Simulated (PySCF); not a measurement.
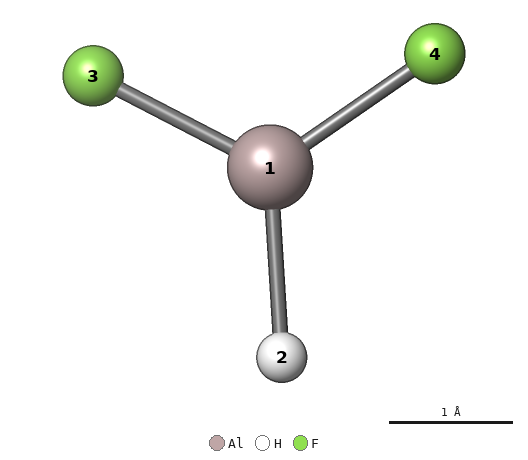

Numbered structure. The geometry was computed by an optimisation with PBE0-D4/def2-TZVP. No frequency run is at hand to confirm it as a minimum.

Question: Describe the coordination of atom 1.

Answer: Al1 has 3 neighbours (H2 at 1.56, F3 at 1.64, F4 at 1.64 Å); the arrangement is trigonal planar.
